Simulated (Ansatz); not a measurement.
# SiC (triplet): one geometry, many settings

Aim: run SiC (triplet) at one geometry under a spread of methods and options, and see what each costs and gives.

Method: the settings change from run to run; program: Ansatz 0.2.0, Gaussian basis.

17 further runs of the same task are left out: 6 that didn't finish, 11 set aside as unsound or not needed.

### Step 1. The geometry

The geometry is a PBE0/def2-TZVPD stationary point (not a proven minimum) of the parent state, kept for this charge and spin.

2 atoms, charge 0, spin multiplicity 3.

Atoms are counted from 1 here; the program's logs count them from 0.

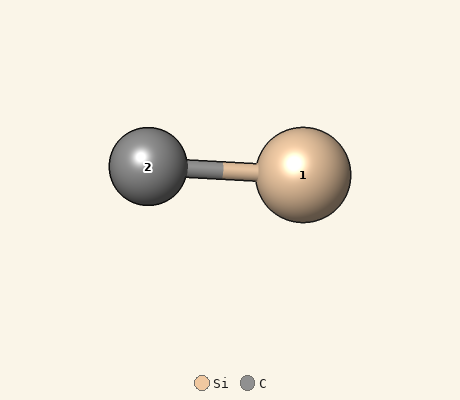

The geometry (silicon light orange, carbon grey); atoms are numbered from 1 in the order of the file.

### Step 2. BCCD on ROHF/aug-cc-pVDZ

The input, in.yaml:

```yaml
crystal:
  periodic: [false, false, false]
  atoms:
    - {symbol: Si, position_ang: [0.000000, 0.000000, 0.000000]}
    - {symbol: C, position_ang: [0.000000, 0.000000, 1.665900]}
basis:
  gaussian: {orbitals: aug-cc-pVDZ}
magnetization: {spin_polarized: false, initial_magnetization: 2}
correlation: {method: bccd, electrons: outside_noble_gas, diis_vectors: 12}
output: {forces: true}
```

The run is started by

```console
> ansatz run in.yaml --threads 1 --pin off --events-out ev --progress --plain --max-ram 2393MiB
```

The program printed, cut to the lines that bear on the results:

```text
Functional definition: HF
  name "HF"
  cite "Fock, Z. Phys. 61, 126 (1930) doi:10.1007/BF01340294"
  parent pbe
[...]
520 factors; integrals over basis functions are off by at most 6.7e-4 eV
[...]
mean field -8887.39965349 eV, -326.6059131700 hartree, gradient 2.9e-6 eV, S^2 2.000000; 10 other end points of the search recorded, 0 dependent functions left out
[...]
determinant -8887.39965349 eV, -326.6059131700 hartree, with singles and doubles -8892.82988513 eV, -326.8054705019 hartree
determinant -8887.18006677 eV, -326.5978435069 hartree, with singles and doubles -8892.23622459 eV, -326.7836538795 hartree
determinant -8883.90514735 eV, -326.4774924378 hartree, with singles and doubles -8890.04717107 eV, -326.7032076463 hartree
6 core orbitals not correlated: weight in the atoms' cores, before any rotation towards them, 1.000 or more for the frozen orbitals, at most 0.000 for the correlated occupied ones
reference -8887.39965349 eV, -326.6059131700 hartree; 5, 3 occupied and 39, 41 virtual orbitals, 520 factors
second order -4.47475186 eV of doubles, -0.07828625 eV of singles
cycle   1  -5.39993811 eV  change   -9.9e-2 eV  update   2.8e-2
[...]
cycle  18  -5.40682837 eV  change   -2.1e-7 eV  update   1.5e-7
WARN: the results are in doubt because among natural orbitals full CI differs from the method by -0.133 eV
[...]
Total energy: -8892.80648186 eV, -326.8046104478 hartree
Atom 0 at     0.000000     0.000000     0.000000 Å, force    -0.000000     0.000000    -2.831078 eV/Å
Atom 1 at     0.000000     0.000000     1.665900 Å, force     0.000000    -0.000000     2.831078 eV/Å
Dipole moment:     0.000000     0.000000    -0.285493 e Å
In doubt: among natural orbitals full CI differs from the method by -0.133 eV
```

It took 9.5 s on 1 thread of AMD EPYC 7R43, shared host.

From the report: correlation -5.4068 eV; largest double amplitude 0.05. Mind the lines of doubt at the end of the log.

### Step 3. NEVPT2(2,8)/cc-pVDZ

The input, in.yaml:

```yaml
crystal:
  periodic: [false, false, false]
  atoms:
    - {symbol: Si, position_ang: [0.000000, 0.000000, 0.000000]}
    - {symbol: C, position_ang: [0.000000, 0.000000, 1.665900]}
basis:
  gaussian: {orbitals: cc-pVDZ}
magnetization: {spin_polarized: false, initial_magnetization: 2}
correlation: {method: sc_nevpt2, electrons: all, active_space: {window: {electrons: 2, orbitals: 8}}}
```

Same command.

The program printed, cut to the lines that bear on the results:

```text
Functional definition: HF
  name "HF"
  cite "Fock, Z. Phys. 61, 126 (1930) doi:10.1007/BF01340294"
  parent pbe
[...]
318 factors; integrals over basis functions are off by at most 9.8e-4 eV
[...]
mean field -8887.33931127 eV, -326.6036956342 hartree, gradient 4.6e-6 eV, S^2 2.000000; 7 other end points of the search recorded, 0 dependent functions left out
reference -8887.33931127 eV, -326.6036956342 hartree; 11, 9 occupied and 21, 23 virtual orbitals, 318 factors
state -8887.55740756 eV, -326.6117105251 hartree
state -8887.55740756 eV, -326.6117105251 hartree; corrected -8891.50964822 eV, -326.7569526904 hartree
state -8887.38972888 eV, -326.6055484470 hartree
state -8887.38972888 eV, -326.6055484470 hartree; corrected -8891.30531651 eV, -326.7494436386 hartree
state -8887.55740756 eV, -326.6117105251 hartree; corrected -8891.50964822 eV, -326.7569526904 hartree
Total energy: -8891.50964822 eV, -326.7569526904 hartree
```

Run time: 6 s. Hardware: 1 thread of AMD EPYC 7R43, shared host.

From the report: 32 determinants; active occupations 0.99, 0.99, 0.00, 0.00, 0.00, 0.00, 0.00, 0.00.

### Step 4. NEVPT2(4,5)/def2-SVP

The input, in.yaml:

```yaml
crystal:
  periodic: [false, false, false]
  atoms:
    - {symbol: Si, position_ang: [0.000000, 0.000000, 0.000000]}
    - {symbol: C, position_ang: [0.000000, 0.000000, 1.665900]}
basis:
  gaussian: {orbitals: def2-SVP}
magnetization: {spin_polarized: false, initial_magnetization: 2}
correlation: {method: sc_nevpt2, electrons: valence, active_space: {window: {electrons: 4, orbitals: 5}, states: [{multiplicity: 3, weights: [1, 1, 1, 1]}], root: 2}}
accuracy: high
scf: {lower_state_search: light}
```

Same command.

The program printed, cut to the lines that bear on the results:

```text
Functional definition: HF
  name "HF"
  cite "Fock, Z. Phys. 61, 126 (1930) doi:10.1007/BF01340294"
  parent pbe
[...]
549 factors; integrals over basis functions are off by at most 3.8e-9 eV
[...]
mean field -8883.81477396 eV, -326.4741712770 hartree, gradient 1.6e-8 eV, S^2 2.000000; 11 other end points of the search recorded, 0 dependent functions left out
reference -8883.81477396 eV, -326.4741712770 hartree; 11, 9 occupied and 21, 23 virtual orbitals, 549 factors
state -8884.85322338 eV, -326.5123335893 hartree
state -8884.83575385 eV, -326.5116915959 hartree
state -8883.71627509 eV, -326.4705515102 hartree
state -8880.69323752 eV, -326.3594569288 hartree
state -8884.85322338 eV, -326.5123335893 hartree; corrected -8888.37244785 eV, -326.6416627032 hartree
state -8884.83575385 eV, -326.5116915959 hartree; corrected -8888.36989957 eV, -326.6415690557 hartree
state -8883.71627509 eV, -326.4705515102 hartree; corrected -8887.50776292 eV, -326.6098861181 hartree
state -8880.69323752 eV, -326.3594569288 hartree; corrected -8884.35591550 eV, -326.4940578620 hartree
Total energy: -8887.50776292 eV, -326.6098861181 hartree
```

Wall time 1.9 s (1 thread of AMD EPYC 7R43, shared host).

From the report: 24 determinants; active occupations (of the averaged states) 1.25, 1.24, 1.14, 0.24, 0.13.

### Step 5. BCCD(T) on ROHF/6-31G

The input, in.yaml:

```yaml
crystal:
  periodic: [false, false, false]
  atoms:
    - {symbol: Si, position_ang: [0.000000, 0.000000, 0.000000]}
    - {symbol: C, position_ang: [0.000000, 0.000000, 1.665900]}
basis:
  gaussian: {orbitals: 6-31G}
magnetization: {spin_polarized: false, initial_magnetization: 2}
correlation: {method: bccd_t, electrons: outside_noble_gas, diis_vectors: 1}
```

Launched as before.

The program printed, cut to the lines that bear on the results:

```text
Functional definition: HF
  name "HF"
  cite "Fock, Z. Phys. 61, 126 (1930) doi:10.1007/BF01340294"
  parent pbe
[...]
267 factors; integrals over basis functions are off by at most 8.9e-5 eV
[...]
mean field -8885.72722336 eV, -326.5444524962 hartree, gradient 4.0e-6 eV, S^2 2.000000; 12 other end points of the search recorded, 0 dependent functions left out
[...]
determinant -8885.72722336 eV, -326.5444524962 hartree, with singles and doubles -8889.27849817 eV, -326.6749594383 hartree
determinant -8885.02591701 eV, -326.5186799633 hartree, with singles and doubles -8888.03829646 eV, -326.6293828660 hartree
determinant -8882.45695442 eV, -326.4242723293 hartree, with singles and doubles -8887.26993385 eV, -326.6011460609 hartree
6 core orbitals not correlated: weight in the atoms' cores, before any rotation towards them, 1.000 or more for the frozen orbitals, at most 0.000 for the correlated occupied ones
reference -8885.72722336 eV, -326.5444524962 hartree; 5, 3 occupied and 11, 13 virtual orbitals, 267 factors
second order -2.82319800 eV of doubles, -0.04522616 eV of singles
cycle   1  -3.52023003 eV  change    3.1e-2 eV  update   1.8e-2
[...]
cycle  20  -3.52515321 eV  change    2.3e-6 eV  update   4.9e-6
perturbative correction -0.16209339 eV, -0.0059568222 hartree
Total energy: -8889.41446996 eV, -326.6799563095 hartree
```

Wall time 1.6 s (1 thread of AMD EPYC 7R43, shared host).

From the report: correlation -3.6872 eV; largest double amplitude 0.15.

### Step 6. NEVPT4(SD)(6,6)/STO-3G

The input, in.yaml:

```yaml
crystal:
  periodic: [false, false, false]
  atoms:
    - {symbol: Si, position_ang: [0.000000, 0.000000, 0.000000]}
    - {symbol: C, position_ang: [0.000000, 0.000000, 1.665900]}
basis:
  gaussian: {orbitals: STO-3G}
magnetization: {spin_polarized: false, initial_magnetization: 2}
correlation: {method: fic_nevpt4_sd, electrons: all, active_space: {window: {electrons: 6, orbitals: 6}}}
```

Launched as before.

The program printed:

```text
Functional definition: HF
  name "HF"
  cite "Fock, Z. Phys. 61, 126 (1930) doi:10.1007/BF01340294"
  parent pbe
  exchange = exact_x
  correlation = 0
157 factors; integrals over basis functions are off by at most 3.1e-5 eV
mean field evaluation 1: about -8780.9385 eV, gradient 1.3e1 eV
mean field evaluation 2: about -8780.9475 eV, gradient 1.3e1 eV
mean field evaluation 4: about -8782.1891 eV, gradient 2.6e0 eV
mean field evaluation 8: about -8782.5688 eV, gradient 3.6e-1 eV
mean field evaluation 16: about -8777.8323 eV, gradient 6.1e0 eV
mean field evaluation 32: about -8782.5738 eV, gradient 8.0e-3 eV
mean field evaluation 64: about -8782.5755 eV, gradient 1.9e-1 eV
mean field -8782.57383692 eV, -322.7536354643 hartree, gradient 1.5e-6 eV, S^2 2.000000; 8 other end points of the search recorded, 0 dependent functions left out
reference -8782.57383692 eV, -322.7536354643 hartree; 11, 9 occupied and 3, 5 virtual orbitals, 157 factors
state -8785.00007599 eV, -322.8427981056 hartree
state -8785.00007599 eV, -322.8427981056 hartree; corrected -8785.97482480 eV, -322.8786194637 hartree
Total energy: -8785.97482480 eV, -322.8786194637 hartree
```

It took 1 s on 1 thread of AMD EPYC 7R43, shared host.

From the report: 96 determinants; active occupations 1.94, 1.83, 1.02, 0.97, 0.18, 0.06.

### Step 7. CASSCF(2,7)/6-31G

The input, in.yaml:

```yaml
crystal:
  periodic: [false, false, false]
  atoms:
    - {symbol: Si, position_ang: [0.000000, 0.000000, 0.000000]}
    - {symbol: C, position_ang: [0.000000, 0.000000, 1.665900]}
basis:
  gaussian: {orbitals: 6-31G}
magnetization: {spin_polarized: false, initial_magnetization: 2}
correlation: {active_space: {window: {electrons: 2, orbitals: 7}}}
scf: {lower_state_search: off}
output: {forces: true}
```

The command is unchanged.

The program printed, cut to the lines that bear on the results:

```text
Functional definition: HF
  name "HF"
  cite "Fock, Z. Phys. 61, 126 (1930) doi:10.1007/BF01340294"
  parent pbe
[...]
267 factors; integrals over basis functions are off by at most 8.9e-5 eV
[...]
mean field -8885.72722336 eV, -326.5444524962 hartree, gradient 4.0e-6 eV, S^2 2.000000; 0 other end points of the search recorded, 0 dependent functions left out
reference -8885.72722336 eV, -326.5444524962 hartree; 11, 9 occupied and 11, 13 virtual orbitals, 267 factors
state -8885.86722508 eV, -326.5495974644 hartree
[...]
Total energy: -8885.86722508 eV, -326.5495974644 hartree
Atom 0 at     0.000000     0.000000     0.000000 Å, force     0.000000     0.000000    -2.520393 eV/Å
Atom 1 at     0.000000     0.000000     1.665900 Å, force    -0.000000    -0.000000     2.520393 eV/Å
Dipole moment:    -0.000000     0.000000    -0.164787 e Å
Checks for a lower state left out: stability, starts, cluster_reference, orbital_swaps, neighbouring_geometries, increment
```

It took 0.42 s on 1 thread of AMD EPYC 7R43, shared host.

From the report: 49 determinants; active occupations 1.00, 1.00, 0.00, 0.00, 0.00, 0.00, 0.00.

### Step 8. HF/aug-cc-pVDZ

The input, in.yaml:

```yaml
crystal:
  periodic: [false, false, false]
  atoms:
    - {symbol: Si, position_ang: [0.000000, 0.000000, 0.000000]}
    - {symbol: C, position_ang: [0.000000, 0.000000, 1.665900]}
basis:
  gaussian: {orbitals: aug-cc-pVDZ}
magnetization: {spin_polarized: true, initial_magnetization: 2}
hamiltonian: {xc: hf}
output: {forces: true, orbitals: {seedname: orbitals}}
```

The command is unchanged.

The program printed, cut to the lines that bear on the results:

```text
Functional definition: HF
  name "HF"
  cite "Fock, Z. Phys. 61, 126 (1930) doi:10.1007/BF01340294"
  parent pbe
[...]
520 factors; integrals over basis functions are off by at most 6.7e-4 eV
[...]
mean field -8887.86637192 eV, -326.6230647558 hartree, gradient 1.6e-5 eV, S^2 2.442236; 4 other end points of the search recorded, 0 dependent functions left out
[...]
reference -8887.86637192 eV, -326.6230647558 hartree; 11, 9 occupied and 39, 41 virtual orbitals, 520 factors
Total energy: -8887.86637192 eV, -326.6230647558 hartree
Atom 0 at     0.000000     0.000000     0.000000 Å, force     0.000000    -0.000000    -3.112907 eV/Å
Atom 1 at     0.000000     0.000000     1.665900 Å, force     0.000000    -0.000000     3.112907 eV/Å
Dipole moment:     0.000000    -0.000000    -0.095345 e Å
```

Wall time 1.8 s (1 thread of AMD EPYC 7R43, shared host).

From the report: ⟨S²⟩ of the determinant 2.442 (pure triplet: 2.00).

### Step 9. MRCISD+Q(2,5)/STO-3G

The input, in.yaml:

```yaml
crystal:
  periodic: [false, false, false]
  atoms:
    - {symbol: Si, position_ang: [0.000000, 0.000000, 0.000000]}
    - {symbol: C, position_ang: [0.000000, 0.000000, 1.665900]}
basis:
  gaussian: {orbitals: STO-3G}
magnetization: {spin_polarized: false, initial_magnetization: 2}
correlation: {method: fic_mrcisd_q, electrons: all, active_space: {window: {electrons: 2, orbitals: 5}}}
```

Same command.

The program printed, cut to the lines that bear on the results:

```text
Functional definition: HF
  name "HF"
  cite "Fock, Z. Phys. 61, 126 (1930) doi:10.1007/BF01340294"
  parent pbe
[...]
157 factors; integrals over basis functions are off by at most 3.1e-5 eV
[...]
mean field -8782.57383692 eV, -322.7536354643 hartree, gradient 1.5e-6 eV, S^2 2.000000; 8 other end points of the search recorded, 0 dependent functions left out
reference -8782.57383692 eV, -322.7536354643 hartree; 11, 9 occupied and 3, 5 virtual orbitals, 157 factors
state -8782.65289442 eV, -322.7565407740 hartree
contracted CI cycle   1: correlation 0.00000000 eV, 0.0000000000 hartree, residual 1.04e1 eV
contracted CI cycle   2: correlation -2.51630418 eV, -0.0924724729 hartree, residual 3.07e0 eV
contracted CI cycle   3: correlation -2.96105706 eV, -0.1088168399 hartree, residual 1.26e0 eV
contracted CI cycle   4: correlation -3.01085441 eV, -0.1106468587 hartree, residual 5.37e-1 eV
[...]
contracted CI cycle   4: correlation -1.76238471 eV, -0.0647664437 hartree, residual 3.76e-1 eV
contracted CI cycle   5: correlation -1.76588179 eV, -0.0648949588 hartree, residual 2.06e-1 eV
contracted CI cycle   6: correlation -1.76686844 eV, -0.0649312175 hartree, residual 1.03e-1 eV
contracted CI cycle   7: correlation -1.76708531 eV, -0.0649391874 hartree, residual 5.09e-2 eV
contracted CI cycle   8: correlation -1.76713768 eV, -0.0649411119 hartree, residual 2.49e-2 eV
contracted CI cycle   9: correlation -1.76714837 eV, -0.0649415049 hartree, residual 1.02e-2 eV
contracted CI cycle  10: correlation -1.76715055 eV, -0.0649415850 hartree, residual 4.28e-3 eV
contracted CI cycle  11: correlation -1.76715082 eV, -0.0649415948 hartree, residual 1.91e-3 eV
state -8782.56159158 eV, -322.7531854565 hartree; corrected -8784.44018019 eV, -322.8222223146 hartree
state -8782.65289442 eV, -322.7565407740 hartree; corrected -8786.10942148 eV, -322.8835658005 hartree
Total energy: -8786.10942148 eV, -322.8835658005 hartree
```

It took 1 s on 1 thread of AMD EPYC 7R43, shared host.

From the report: 8 determinants; active occupations 1.00, 1.00, 0.00, 0.00, 0.00.

### Step 10. CCSDT(Q)/STO-3G

The input, in.yaml:

```yaml
crystal:
  periodic: [false, false, false]
  atoms:
    - {symbol: Si, position_ang: [0.000000, 0.000000, 0.000000]}
    - {symbol: C, position_ang: [0.000000, 0.000000, 1.665900]}
basis:
  gaussian: {orbitals: STO-3G}
magnetization: {spin_polarized: true, initial_magnetization: 2}
hamiltonian: {xc: {name: B3LYP}}
correlation: {method: ccsdt_q, electrons: outside_noble_gas}
scf: {omitted_lower_state_checks: [cluster_reference]}
output: {forces: true}
```

The command is unchanged.

The program printed, cut to the lines that bear on the results:

```text
Functional definition: B3LYP
  name "B3LYP"
  cite "Stephens, Devlin, Chabalowski & Frisch, J. Phys. Chem. 98, 11623 (1994) doi:10.1021/j100096a001"
  cite "Becke, Phys. Rev. A 38, 3098 (1988) doi:10.1103/PhysRevA.38.3098"
  cite "Lee, Yang & Parr, Phys. Rev. B 37, 785 (1988) doi:10.1103/PhysRevB.37.785"
  cite "Vosko, Wilk & Nusair, Can. J. Phys. 58, 1200 (1980) doi:10.1139/p80-159"
[...]
224 factors; integrals over basis functions are off by at most 2.7e-8 eV
[...]
mean field -8802.81970962 eV, -323.4976575630 hartree, gradient 1.3e-7 eV, S^2 2.031557; 4 other end points of the search recorded, 0 dependent functions left out
6 core orbitals not correlated: weight in the atoms' cores, before any rotation towards them, 0.999 or more for the frozen orbitals, at most 0.000 for the correlated occupied ones
reference -8782.41514727 eV, -322.7478037274 hartree; 5, 3 occupied and 3, 5 virtual orbitals, 224 factors
second order -2.95356493 eV of doubles, -0.13287117 eV of singles
cycle   1  -3.00321121 eV  change    9.3e-2 eV  update   9.5e-2
[...]
cycle  18  -3.45466310 eV  change   -3.1e-7 eV  update   3.7e-7
perturbative correction -0.03404128 eV, -0.0012509941 hartree
[...]
Total energy: -8785.90385165 eV, -322.8760112487 hartree
Atom 0 at     0.000000     0.000000     0.000000 Å, force    -0.000000     0.000000    -1.424822 eV/Å
Atom 1 at     0.000000     0.000000     1.665900 Å, force    -0.000000     0.000000     1.424822 eV/Å
Dipole moment:     0.000000     0.000000    -0.155109 e Å
Checks for a lower state left out: cluster_reference
```

Wall time 8.5 s (1 thread of AMD EPYC 7R43, shared host).

From the report: ⟨S²⟩ of the determinant 2.032 (pure triplet: 2.00); correlation -3.4887 eV; T1 0.019; largest double amplitude 0.20. The orbitals are Kohn-Sham ones, so correlation energy and T1 don't compare with those on Hartree-Fock orbitals.

### Step 11. The runs in one table

Where basis and cores are those of an earlier RCCSDT(Q)/aug-cc-pVDZ run (-8893.2075 eV), and the state is the same kind, the miss against it is given. † marks a result that the program doubts.

```
                                              level         correlated  functions  energy (eV)  from RCCSDT(Q) (meV)    time
                         BCCD on ROHF/aug-cc-pVDZ †  outside noble gas         50   -8892.8065                 401.0   9.5 s
                                NEVPT2(2,8)/cc-pVDZ                all         32   -8891.5096                           6 s
NEVPT2(4,5)/def2-SVP (excited root 2 of an average)            valence         32   -8887.5078                         1.9 s
                              BCCD(T) on ROHF/6-31G  outside noble gas         22   -8889.4145                         1.6 s
                             NEVPT4(SD)(6,6)/STO-3G                all         14   -8785.9748                           1 s
                                  CASSCF(2,7)/6-31G                            22   -8885.8672                        0.42 s
                                     HF/aug-cc-pVDZ                            50   -8887.8664                5341.1   1.8 s
                               MRCISD+Q(2,5)/STO-3G                all         14   -8786.1094                           1 s
                CCSDT(Q)/STO-3G (on B3LYP orbitals)  outside noble gas         14   -8785.9039                         8.5 s
```

### Step 12. Outcome

```
quantity                              value
    runs                                  9
quickest          CASSCF(2,7)/6-31G, 0.42 s
 slowest  BCCD on ROHF/aug-cc-pVDZ †, 9.5 s
```

Total energies in different bases, with other cores or another treatment of relativity can't be set against each other. BCCD on ROHF/aug-cc-pVDZ † took 23 times as long as CASSCF(2,7)/6-31G; the jobs differ in more than the method. Hartree-Fock, CASSCF and CASCI lack dynamic correlation by design.
